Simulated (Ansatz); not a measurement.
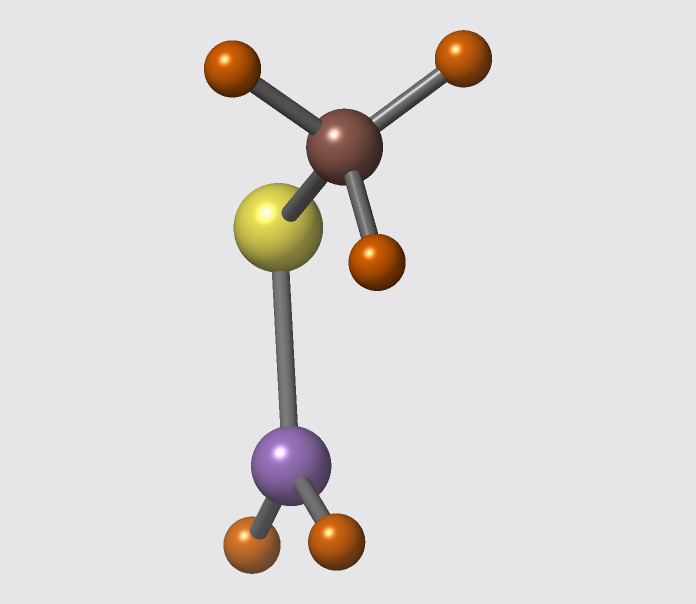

Rendered structure (ball-and-stick style). Every bond is drawn as one stick, whatever its order. Colours: boron purple, sulfur yellow, carbon brown, hydrogen orange.

The computed structure is the end point of a PBE0-D4/def2-TZVP optimisation.

> Give the formula.

CH₅BS, 8 atoms: 1 carbon, 5 hydrogen, 1 boron and 1 sulfur.

> Write the SMILES.

BSC

> Give the symmetry (Schoenflies symbol).

Cs.

More results for the same structure follow; atom numbers are the same in all pictures, views and colours differ.

## Shape

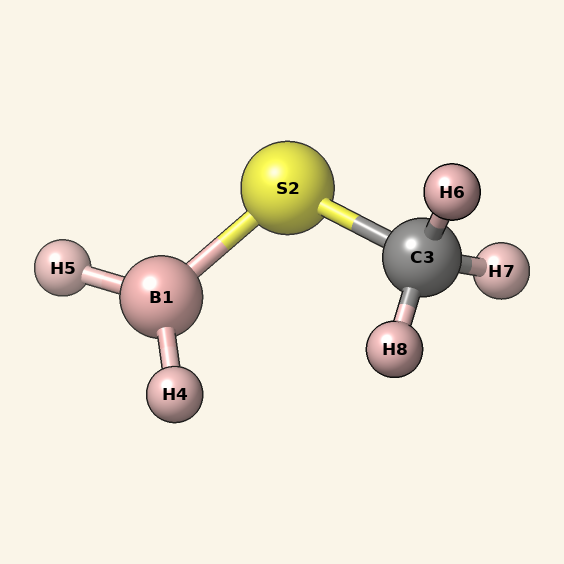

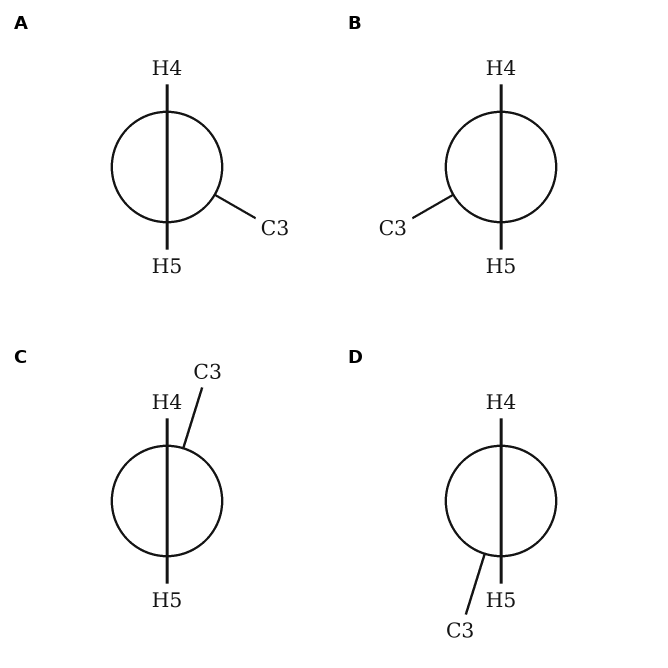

Atoms fade into the background with distance from the viewer. Bonds that would overlap in a projection are set slightly apart.

> Which Newman projection shows the view along B1–S2, with B1 in front?

C. The torsion angle H4–B1–S2–C3 is 0°, synperiplanar (eclipsed).

## Levels of theory compared

Program: Ansatz 0.2.0.

At this fixed geometry, give HOMO–LUMO gap (eV) at these levels: B3LYP-D4/def2-TZVPP; B97M-V/def2-TZVPP; BLYP-D4/def2-TZVPP; PBE-D4/def2-TZVPP; PBE0-D4/def2-QZVPP; revPBE-D4/def2-TZVPP.

```csv
level,HOMO–LUMO gap (eV)
B3LYP-D4/def2-TZVPP,6.36
B97M-V/def2-TZVPP,5.30
BLYP-D4/def2-TZVPP,4.74
PBE-D4/def2-TZVPP,4.75
PBE0-D4/def2-QZVPP,6.77
revPBE-D4/def2-TZVPP,4.79
```

## Thermal motion

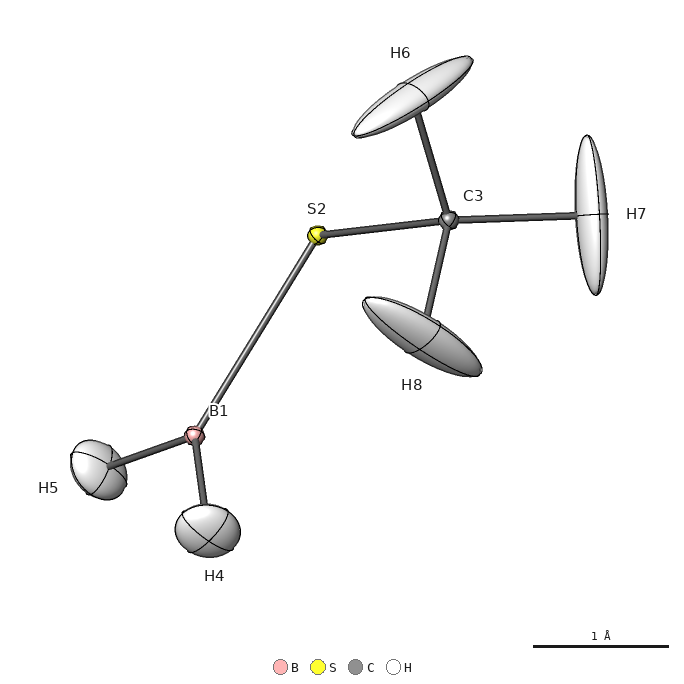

Displacement ellipsoids at the 50 % level, from the internal vibrations of the free molecule (harmonic, no overall translation or rotation; no half-axis is drawn under 0.075 Å). Vibrations computed with RKS PBE0-D4/def2-TZVP (Ansatz 0.2.0). Temperature: 100 K.

Give the displacement parameters, one line for each set of equivalent atoms.

```tsv
atom	U_eq (Å²)	rms amplitudes (Å)
B1	0.0017	0.032, 0.043, 0.048
S2	0.00044	0.015, 0.023, 0.024
C3	0.0010	0.021, 0.031, 0.041
H4	0.0183	0.083, 0.147, 0.163
H5	0.0181	0.087, 0.140, 0.165
H6, H7	0.0556	0.075, 0.121, 0.383
H8	0.0518	0.077, 0.132, 0.363
```

## Charges

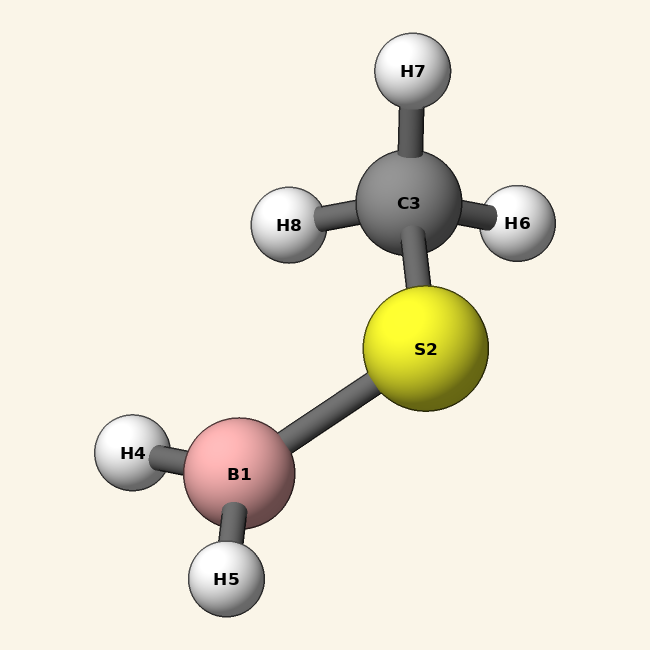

The questions are on Mulliken charges. Level of theory: RKS PBE0-D4/def2-TZVP (Ansatz 0.2.0).

> Which atom carries the highest charge (most positive or least negative)?

H6, H7, H8 (0.15 e).

> And the lowest?

C3 (−0.34 e).

Give the Mulliken charges atom by atom.

```json
{"atom": "B1", "value (e)": "−0.10"}
{"atom": "S2", "value (e)": "−0.04"}
{"atom": "C3", "value (e)": "−0.34"}
{"atom": "H4", "value (e)": "0.01"}
{"atom": "H5", "value (e)": "0.03"}
{"atom": "H6", "value (e)": "0.15"}
{"atom": "H7", "value (e)": "0.15"}
{"atom": "H8", "value (e)": "0.15"}
```

Mulliken values depend strongly on the basis set and can even reverse the polarity of a bond.
